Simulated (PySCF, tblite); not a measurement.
# C3H10BN: dynamics, then NMR shifts and electronic excitations on frames, part 2 of 2

tblite 0.8.0 and PySCF 2.14.0. Atoms count from 0.

## Step 7: NMR shieldings: 625 fs, PBE0/pcSseg-1

What the job is given:

```
{"job": {"kind": "nmr", "xc": "PBE0", "basis": "pcSseg-1", "pop": false}, "charge": 0, "multiplicity": 1}
C     -3.481800     1.571300     0.066000
B     -2.223500     0.644700     0.343000
N     -0.990700     0.869400    -0.180600
C      0.219900     0.066800     0.157200
C      1.553200     0.862500     0.310600
H     -4.352000     1.004500    -0.276300
H     -3.700500     1.818600     1.118400
H     -3.237700     2.557200    -0.426500
H     -2.378400    -0.237200     1.222100
H     -0.747200     1.566100    -0.872900
H      0.413900    -0.646300    -0.725300
H     -0.067500    -0.511700     0.960500
H      1.364800     1.363900     1.276300
H      1.553100     1.562600    -0.563000
H      2.412400     0.175500     0.313900
```

Level: GIAO PBE0/pcSseg-1 NMR shielding, non-relativistic, gas phase.

The log of the run:

```text
coarse grid: 11608 points
cycle   1  E = -199.6083069947  dE =  1.883e-01  |g| = 4.300e-01  |ddm| = 3.072e+00
cycle   2  E = -199.6054021958  dE =  2.905e-03  |g| = 4.569e-01  |ddm| = 7.671e-01
cycle   3  E = -199.6584162865  dE = -5.301e-02  |g| = 4.645e-02  |ddm| = 3.963e-01
cycle   4  E = -199.6587577486  dE = -3.415e-04  |g| = 2.574e-02  |ddm| = 4.615e-02
cycle   5  E = -199.6588957644  dE = -1.380e-04  |g| = 5.480e-03  |ddm| = 1.756e-02
cycle   6  E = -199.6589024173  dE = -6.653e-06  |g| = 1.178e-03  |ddm| = 5.029e-03
final grid: 109544 points
cycle   7  E = -199.6860198914  dE = -2.746e-05  |g| = 7.033e-03  |ddm| = 2.089e-02
cycle   8  E = -199.6860170291  dE =  2.862e-06  |g| = 7.885e-03  |ddm| = 1.157e-02
cycle   9  E = -199.6860325468  dE = -1.552e-05  |g| = 5.072e-04  |ddm| = 5.953e-03
cycle  10  E = -199.6860325971  dE = -5.026e-08  |g| = 2.149e-04  |ddm| = 4.525e-04
cycle  11  E = -199.6860326063  dE = -9.220e-09  |g| = 4.236e-05  |ddm| = 1.420e-04
cycle  12  E = -199.6860326067  dE = -4.430e-10  |g| = 8.714e-06  |ddm| = 4.413e-05
converged SCF energy = -199.6860326067

GIAO shielding tensors (ppm)
atom      isotropic    diamagn.    paramagn.     s11        s22        s33       span
  0 C      175.354     253.791     -78.437    157.557    176.274    192.230     34.673
  1 B       62.605     195.737    -133.133     17.511     62.382    107.921     90.410
  2 N      122.389     322.656    -200.266     30.412    155.529    181.227    150.815
  3 C      132.388     249.325    -116.937    105.070    124.091    168.004     62.933
  4 C      162.157     250.597     -88.440    142.246    168.727    175.498     33.253
  5 H       30.571      28.281       2.290     27.499     27.794     36.421      8.922
  6 H       30.973      28.362       2.612     27.887     28.773     36.259      8.373
  7 H       30.376      28.937       1.439     26.743     29.055     35.330      8.587
  8 H       25.890      31.815      -5.925     24.669     24.821     28.180      3.510
  9 H       27.765      34.207      -6.442     22.639     29.653     31.002      8.363
 10 H       27.156      31.955      -4.799     21.476     27.664     32.327     10.851
 11 H       29.637      35.535      -5.899     25.516     30.595     32.800      7.284
 12 H       29.288      29.543      -0.255     25.269     28.130     34.465      9.196
 13 H       29.741      30.159      -0.418     25.816     29.242     34.165      8.349
 14 H       29.820      29.620       0.200     25.998     27.060     36.402     10.404
```

Run time: 18 s. Hardware: 1 thread of Arm Neoverse N1, shared host; peak memory 0.68 GiB.

In short: δ C3 54.5, C4 24.8, C0 11.6, B1 37.5, H8 5.83, H10 4.56 ppm.

## Step 8: Ultraviolet spectrum: 625 fs, PBE0/def2-SVPD

Same as in step 7 but for these lines:

```diff
@@ -1,2 +1,2 @@
-{"job": {"kind": "nmr", "xc": "PBE0", "basis": "pcSseg-1", "pop": false}, "charge": 0, "multiplicity": 1}
+{"job": {"kind": "uv", "xc": "PBE0", "basis": "def2-SVPD", "nstates": 5, "ntriplets": 0}, "charge": 0, "multiplicity": 1}
 C     -3.481800     1.571300     0.066000
```

Level: TDDFT PBE0/def2-SVPD, vertical, gas phase, core orbitals frozen in the response.

The log of the run:

```text
coarse grid: 11608 points
cycle   1  E = -199.5053932906  dE =  1.441e-01  |g| = 4.150e-01  |ddm| = 4.953e+00
cycle   2  E = -199.5014738717  dE =  3.919e-03  |g| = 4.454e-01  |ddm| = 1.136e+00
cycle   3  E = -199.5533800883  dE = -5.191e-02  |g| = 4.586e-02  |ddm| = 5.471e-01
cycle   4  E = -199.5537090877  dE = -3.290e-04  |g| = 2.689e-02  |ddm| = 7.569e-02
cycle   5  E = -199.5538683953  dE = -1.593e-04  |g| = 4.894e-03  |ddm| = 2.842e-02
cycle   6  E = -199.5538740229  dE = -5.628e-06  |g| = 1.166e-03  |ddm| = 8.062e-03
final grid: 109544 points
cycle   7  E = -199.5805106379  dE = -3.084e-05  |g| = 6.823e-03  |ddm| = 8.762e-02
cycle   8  E = -199.5805077949  dE =  2.843e-06  |g| = 7.658e-03  |ddm| = 1.869e-02
cycle   9  E = -199.5805228440  dE = -1.505e-05  |g| = 5.436e-04  |ddm| = 8.839e-03
cycle  10  E = -199.5805229039  dE = -5.983e-08  |g| = 2.032e-04  |ddm| = 7.590e-04
cycle  11  E = -199.5805229127  dE = -8.810e-09  |g| = 4.003e-05  |ddm| = 2.624e-04
cycle  12  E = -199.5805229131  dE = -4.114e-10  |g| = 9.098e-06  |ddm| = 8.477e-05
converged SCF energy = -199.5805229131

Static polarisability (au): isotropic 64.556, principal 53.222 59.132 81.315

Singlet excitations
state   eV       nm        f      main configurations
  1   6.8771    180.3   0.02620   H->L 0.95
  2   7.3321    169.1   0.00338   H-1->L+1 0.79, H-1->L 0.17
  3   7.4873    165.6   0.21035   H->L+1 0.89
  4   7.6993    161.0   0.02260   H->L+2 0.95
  5   7.8102    158.7   0.00454   H->L+3 0.79, H-1->L 0.13
```

Wall time 30 s (1 thread of Arm Neoverse N1, shared host); peak memory 0.75 GiB.

Key values: HOMO -7.58 eV, LUMO 0.53 eV; lowest singlet 6.88 eV.

## Step 9: Nuclear shieldings: 800 fs, PBE0/pcSseg-1

What the job is given:

```
{"job": {"kind": "nmr", "xc": "PBE0", "basis": "pcSseg-1", "pop": false}, "charge": 0, "multiplicity": 1}
C     -3.514500     0.278400     1.382500
B     -1.969500     0.522600     1.342100
N     -1.041700     0.231400     0.266000
C      0.372200     0.335900     0.228700
C      0.712800     1.882500    -0.357300
H     -3.911600     0.086400     0.342700
H     -3.831400    -0.510500     2.070900
H     -4.046800     1.121800     1.688000
H     -1.532900     1.005900     2.451500
H     -1.358400     0.072800    -0.664300
H      0.754100    -0.280100    -0.541800
H      0.872500     0.106900     1.195400
H     -0.134800     2.492900     0.046000
H      0.773300     1.938100    -1.381700
H      1.601700     2.107700     0.261100
```

With the program's defaults for keys left out, this is: GIAO PBE0/pcSseg-1 NMR shielding, non-relativistic, gas phase.

The log of the run:

```text
coarse grid: 11608 points
cycle   1  E = -199.5916022579  dE =  1.611e-01  |g| = 4.295e-01  |ddm| = 3.087e+00
cycle   2  E = -199.5872245548  dE =  4.378e-03  |g| = 4.641e-01  |ddm| = 7.304e-01
cycle   3  E = -199.6407226518  dE = -5.350e-02  |g| = 4.442e-02  |ddm| = 3.722e-01
cycle   4  E = -199.6410063632  dE = -2.837e-04  |g| = 2.779e-02  |ddm| = 4.687e-02
cycle   5  E = -199.6411729425  dE = -1.666e-04  |g| = 5.082e-03  |ddm| = 1.940e-02
cycle   6  E = -199.6411785457  dE = -5.603e-06  |g| = 1.487e-03  |ddm| = 4.948e-03
final grid: 109544 points
cycle   7  E = -199.6669361778  dE = -2.798e-05  |g| = 7.694e-03  |ddm| = 2.045e-02
cycle   8  E = -199.6669308066  dE =  5.371e-06  |g| = 9.180e-03  |ddm| = 1.214e-02
cycle   9  E = -199.6669505642  dE = -1.976e-05  |g| = 1.047e-03  |ddm| = 6.593e-03
cycle  10  E = -199.6669508074  dE = -2.433e-07  |g| = 2.183e-04  |ddm| = 7.879e-04
cycle  11  E = -199.6669508170  dE = -9.584e-09  |g| = 5.636e-05  |ddm| = 1.712e-04
cycle  12  E = -199.6669508178  dE = -7.446e-10  |g| = 1.884e-05  |ddm| = 5.784e-05
converged SCF energy = -199.6669508178

GIAO shielding tensors (ppm)
atom      isotropic    diamagn.    paramagn.     s11        s22        s33       span
  0 C      180.368     250.677     -70.309    159.440    185.688    195.977     36.538
  1 B       54.171     191.706    -137.535      8.948     44.916    108.649     99.701
  2 N      118.149     321.635    -203.486      7.085    143.659    203.703    196.618
  3 C      138.492     245.824    -107.332    112.352    133.391    169.732     57.380
  4 C      148.785     250.647    -101.863     91.967    165.633    188.754     96.787
  5 H       30.718      29.784       0.934     26.598     29.693     35.863      9.266
  6 H       30.910      28.558       2.352     27.602     27.977     37.151      9.549
  7 H       32.170      29.373       2.797     29.060     29.371     38.078      9.018
  8 H       25.101      29.535      -4.435     23.405     24.142     27.755      4.350
  9 H       27.325      35.066      -7.742     22.252     29.779     29.943      7.690
 10 H       28.944      33.172      -4.228     25.378     28.639     32.814      7.437
 11 H       27.856      31.028      -3.172     23.514     27.364     32.690      9.176
 12 H       30.342      30.456      -0.114     27.520     29.987     33.519      5.998
 13 H       30.536      32.185      -1.649     27.208     29.430     34.970      7.762
 14 H       28.733      29.098      -0.366     24.758     26.733     34.706      9.948
```

It took 18 s on 1 thread of Arm Neoverse N1, shared host; peak memory 0.68 GiB.

Key values: δ C3 48.4, C4 38.1, C0 6.6, B1 45.9, H8 6.62, H9 4.39 ppm.

## Step 10: TDDFT and polarisability: 800 fs, PBE0/def2-SVPD

Same as in step 9 but for these lines:

```diff
@@ -1,2 +1,2 @@
-{"job": {"kind": "nmr", "xc": "PBE0", "basis": "pcSseg-1", "pop": false}, "charge": 0, "multiplicity": 1}
+{"job": {"kind": "uv", "xc": "PBE0", "basis": "def2-SVPD", "nstates": 5, "ntriplets": 0}, "charge": 0, "multiplicity": 1}
 C     -3.514500     0.278400     1.382500
```

Method: TDDFT PBE0/def2-SVPD, vertical, gas phase, core orbitals frozen in the response.

The log of the run:

```text
coarse grid: 11608 points
cycle   1  E = -199.4883652157  dE =  1.161e-01  |g| = 4.140e-01  |ddm| = 4.930e+00
cycle   2  E = -199.4834726819  dE =  4.893e-03  |g| = 4.506e-01  |ddm| = 1.122e+00
cycle   3  E = -199.5352667141  dE = -5.179e-02  |g| = 4.406e-02  |ddm| = 5.569e-01
cycle   4  E = -199.5355385609  dE = -2.718e-04  |g| = 2.888e-02  |ddm| = 7.749e-02
cycle   5  E = -199.5357271283  dE = -1.886e-04  |g| = 4.571e-03  |ddm| = 3.054e-02
cycle   6  E = -199.5357319133  dE = -4.785e-06  |g| = 1.437e-03  |ddm| = 1.010e-02
final grid: 109544 points
cycle   7  E = -199.5610175220  dE = -3.043e-05  |g| = 7.479e-03  |ddm| = 1.026e-01
cycle   8  E = -199.5610117295  dE =  5.792e-06  |g| = 9.066e-03  |ddm| = 2.001e-02
cycle   9  E = -199.5610315196  dE = -1.979e-05  |g| = 1.067e-03  |ddm| = 1.052e-02
cycle  10  E = -199.5610317809  dE = -2.613e-07  |g| = 1.952e-04  |ddm| = 1.212e-03
cycle  11  E = -199.5610317891  dE = -8.182e-09  |g| = 5.311e-05  |ddm| = 3.452e-04
cycle  12  E = -199.5610317898  dE = -6.736e-10  |g| = 1.895e-05  |ddm| = 1.143e-04
converged SCF energy = -199.5610317898

Static polarisability (au): isotropic 65.647, principal 55.952 59.227 81.763

Singlet excitations
state   eV       nm        f      main configurations
  1   6.2517    198.3   0.16667   H->L 0.81, H->L+1 0.09
  2   6.3973    193.8   0.00982   H->L+1 0.84
  3   6.8239    181.7   0.07383   H-1->L 0.82, H->L 0.10
  4   7.2035    172.1   0.02175   H->L+2 0.82, H->L+3 0.09
  5   7.3136    169.5   0.00075   H->L+3 0.86, H->L+2 0.10
```

Wall time 29 s (1 thread of Arm Neoverse N1, shared host); peak memory 0.75 GiB.

In short: HOMO -6.98 eV, LUMO 0.29 eV; lowest singlet 6.25 eV.

## Step 11: Nuclear shieldings: 1000 fs, PBE0/pcSseg-1

What the job is given:

```
{"job": {"kind": "nmr", "xc": "PBE0", "basis": "pcSseg-1", "pop": false}, "charge": 0, "multiplicity": 1}
C     -2.779100    -0.053200     1.756600
B     -1.315900    -0.065900     1.246300
N     -0.761300     1.033400     0.549100
C      0.675900     1.192500     0.207200
C      1.188900     2.432800    -0.379300
H     -3.124200    -0.876500     2.447300
H     -3.192200     0.928300     2.058100
H     -3.460500    -0.306400     0.870700
H     -0.602600    -0.902100     1.273900
H     -1.331200     1.837400     0.233200
H      0.945800     0.277000    -0.304700
H      1.257900     1.083500     1.125400
H      1.821200     2.832700     0.352600
H      0.258200     2.977300    -0.558700
H      1.845700     2.421300    -1.266100
```

Method: GIAO PBE0/pcSseg-1 NMR shielding, non-relativistic, gas phase.

The log of the run:

```text
coarse grid: 11608 points
cycle   1  E = -199.5879749845  dE =  3.304e-01  |g| = 4.406e-01  |ddm| = 3.135e+00
cycle   2  E = -199.5859565205  dE =  2.018e-03  |g| = 4.641e-01  |ddm| = 7.994e-01
cycle   3  E = -199.6413602875  dE = -5.540e-02  |g| = 4.730e-02  |ddm| = 4.056e-01
cycle   4  E = -199.6417153742  dE = -3.551e-04  |g| = 2.659e-02  |ddm| = 4.974e-02
cycle   5  E = -199.6418631770  dE = -1.478e-04  |g| = 6.474e-03  |ddm| = 1.928e-02
cycle   6  E = -199.6418725149  dE = -9.338e-06  |g| = 1.074e-03  |ddm| = 5.402e-03
final grid: 109544 points
cycle   7  E = -199.6654819910  dE = -2.978e-05  |g| = 7.806e-03  |ddm| = 2.129e-02
cycle   8  E = -199.6654764317  dE =  5.559e-06  |g| = 9.279e-03  |ddm| = 1.329e-02
cycle   9  E = -199.6654973492  dE = -2.092e-05  |g| = 9.593e-04  |ddm| = 7.158e-03
cycle  10  E = -199.6654975514  dE = -2.022e-07  |g| = 2.311e-04  |ddm| = 7.523e-04
cycle  11  E = -199.6654975621  dE = -1.070e-08  |g| = 4.880e-05  |ddm| = 1.633e-04
cycle  12  E = -199.6654975626  dE = -5.929e-10  |g| = 9.929e-06  |ddm| = 4.831e-05
converged SCF energy = -199.6654975626

GIAO shielding tensors (ppm)
atom      isotropic    diamagn.    paramagn.     s11        s22        s33       span
  0 C      181.958     250.243     -68.285    171.782    177.722    196.368     24.585
  1 B       59.623     196.128    -136.505     20.770     39.478    118.621     97.852
  2 N      118.714     321.656    -202.942     15.135    136.858    204.149    189.014
  3 C      148.896     247.633     -98.738    118.374    143.035    185.278     66.904
  4 C      174.788     246.735     -71.947    156.818    172.532    195.013     38.195
  5 H       29.926      27.490       2.437     26.356     27.060     36.363     10.007
  6 H       30.747      28.397       2.350     26.527     29.560     36.153      9.626
  7 H       30.158      29.256       0.903     26.094     28.394     35.987      9.893
  8 H       27.391      34.922      -7.531     24.709     26.956     30.509      5.800
  9 H       28.387      32.937      -4.550     23.663     29.633     31.864      8.202
 10 H       28.372      33.658      -5.286     22.824     29.120     33.171     10.347
 11 H       28.218      32.962      -4.744     21.552     30.028     33.073     11.521
 12 H       30.531      29.227       1.303     24.699     29.971     36.922     12.222
 13 H       30.489      28.504       1.985     25.554     30.647     35.265      9.711
 14 H       29.819      28.415       1.404     25.994     26.987     36.477     10.482
```

Run time: 18 s. Hardware: 1 thread of Arm Neoverse N1, shared host; peak memory 0.68 GiB.

This run: δ C3 38.0, C4 12.1, C0 5.0, B1 40.4, H8 4.33, H11 3.50 ppm.

## Step 12: Excited states and response: 1000 fs, PBE0/def2-SVPD

Same as in step 11 but for these lines:

```diff
@@ -1,2 +1,2 @@
-{"job": {"kind": "nmr", "xc": "PBE0", "basis": "pcSseg-1", "pop": false}, "charge": 0, "multiplicity": 1}
+{"job": {"kind": "uv", "xc": "PBE0", "basis": "def2-SVPD", "nstates": 5, "ntriplets": 0}, "charge": 0, "multiplicity": 1}
 C     -2.779100    -0.053200     1.756600
```

Level: TDDFT PBE0/def2-SVPD, vertical, gas phase, core orbitals frozen in the response.

The log of the run:

```text
coarse grid: 11608 points
cycle   1  E = -199.4848573818  dE =  2.853e-01  |g| = 4.239e-01  |ddm| = 5.187e+00
cycle   2  E = -199.4812290865  dE =  3.628e-03  |g| = 4.538e-01  |ddm| = 1.235e+00
cycle   3  E = -199.5359174497  dE = -5.469e-02  |g| = 4.751e-02  |ddm| = 5.661e-01
cycle   4  E = -199.5362676889  dE = -3.502e-04  |g| = 2.810e-02  |ddm| = 7.884e-02
cycle   5  E = -199.5364412371  dE = -1.735e-04  |g| = 5.748e-03  |ddm| = 3.254e-02
cycle   6  E = -199.5364490960  dE = -7.859e-06  |g| = 1.101e-03  |ddm| = 9.086e-03
final grid: 109544 points
cycle   7  E = -199.5595663767  dE = -3.197e-05  |g| = 7.572e-03  |ddm| = 9.104e-02
cycle   8  E = -199.5595605328  dE =  5.844e-06  |g| = 9.093e-03  |ddm| = 1.996e-02
cycle   9  E = -199.5595811761  dE = -2.064e-05  |g| = 9.908e-04  |ddm| = 1.000e-02
cycle  10  E = -199.5595813999  dE = -2.238e-07  |g| = 1.922e-04  |ddm| = 1.170e-03
cycle  11  E = -199.5595814078  dE = -7.871e-09  |g| = 4.285e-05  |ddm| = 2.749e-04
cycle  12  E = -199.5595814083  dE = -4.785e-10  |g| = 9.602e-06  |ddm| = 1.010e-04
converged SCF energy = -199.5595814083

Static polarisability (au): isotropic 62.470, principal 49.948 57.335 80.127

Singlet excitations
state   eV       nm        f      main configurations
  1   6.2610    198.0   0.10150   H->L 0.91
  2   6.5199    190.2   0.04678   H->L+1 0.91
  3   7.0772    175.2   0.00773   H->L+3 0.89
  4   7.1583    173.2   0.00336   H->L+2 0.91
  5   7.6378    162.3   0.00811   H-1->L 0.89
```

Run time: 30 s. Hardware: 1 thread of Arm Neoverse N1, shared host; peak memory 0.75 GiB.

Key values: HOMO -7.01 eV, LUMO 0.33 eV; lowest singlet 6.26 eV.

## Step 13: Comparing the runs: NMR shifts

Shifts (ppm) of some atoms, chosen among heavy atoms and hydrogens apart, with basis size and wall time:

```tsv
frame	C3	C4	C0	H11	H7	B1	N2	functions	time
250 fs	43.7	30.6	-2.4	2.61	-0.70	42.5	182.3	135	26 s
425 fs	51.6	32.6	1.5	4.91	2.72	42.8	168.5	135	18 s
625 fs	54.5	24.8	11.6	2.08	1.34	37.5	145.3	135	18 s
800 fs	48.4	38.1	6.6	3.86	-0.45	45.9	149.6	135	18 s
1000 fs	38.0	12.1	5.0	3.50	1.56	40.4	149.0	135	18 s
```

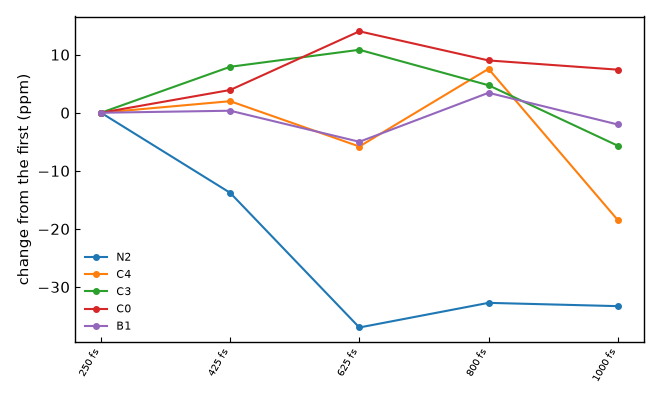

How five of the tabulated atoms move from run to run.

## Step 14: Side by side: electronic excitations

Excitations and ground-state properties, with basis size and wall time:

```tsv
frame	lowest singlet (eV)	brightest (eV)	f	gap (eV)	α (Å³)	μ (D)	functions	time
250 fs	6.49	6.49	0.152	7.41	9.37	1.23	180	37 s
425 fs	6.83	6.89	0.221	7.73	9.45	1.45	180	30 s
625 fs	6.88	7.49	0.210	8.10	9.57	1.82	180	30 s
800 fs	6.25	6.25	0.167	7.27	9.73	1.60	180	29 s
1000 fs	6.26	6.26	0.102	7.34	9.26	1.50	180	30 s
```

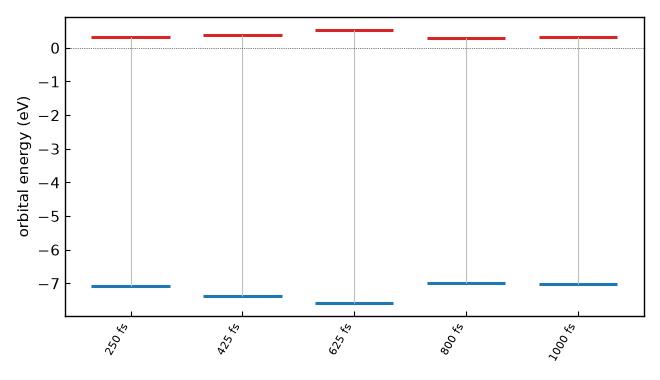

HOMO (blue) and LUMO (red) run by run.

## Step 15: Results

This closing draws on all 2 parts.

```
                                           quantity                                                            value
                                         thermostat                                                            600 K
                      mean temperature, second half                                                            583 K
            mean potential energy above the minimum                                                          1.00 eV
     13C shifts against TMS (PBE0/pcSseg-1, 250 fs)                                             43.7, 30.6, -2.4 ppm
      1H shifts against TMS (PBE0/pcSseg-1, 250 fs)  5.40, 4.79, 3.25, 2.67, 2.61, 2.16, 2.13, 0.93, 0.88, -0.70 ppm
11B shifts against BF3·OEt2 (PBE0/pcSseg-1, 250 fs)                                                         42.5 ppm
     15N shifts against NH3 (PBE0/pcSseg-1, 250 fs)                                                        182.3 ppm
              surface potential, least and greatest                                               -0.55 V and 1.33 V
            lowest singlet (PBE0/def2-SVPD, 250 fs)                                      6.49 eV (191 nm), f = 0.152
                           range of the shift of N2                                               145.3 to 182.3 ppm
                        range of the lowest singlet                                                  6.25 to 6.88 eV
```

**Reading.** In the second half the potential energy averages 1.00 eV above the minimum; equipartition over 39 harmonic modes at 600 K would give 1.01 eV. With 15 atoms the temperature swings widely (261 to 858 K). Shifts at one fixed geometry are not the observed spectrum, which averages over the motion. In the first frame run (250 fs): Shielding is most anisotropic at N2 (span 239 ppm, paramagnetic term -238 ppm). The first singlet state (HOMO→LUMO 0.60, HOMO→LUMO+1 0.36) lies at 6.49 eV and is bright. In ppm, N2 moves most: its shift spreads over 37.0 ppm, from 145.3 (625 fs) to 182.3 (250 fs). The lowest singlet runs from 6.25 eV (800 fs) to 6.88 eV (625 fs), while the orbital gap spans 7.27 to 8.10 eV. The lowest state need not be the same one in every run.
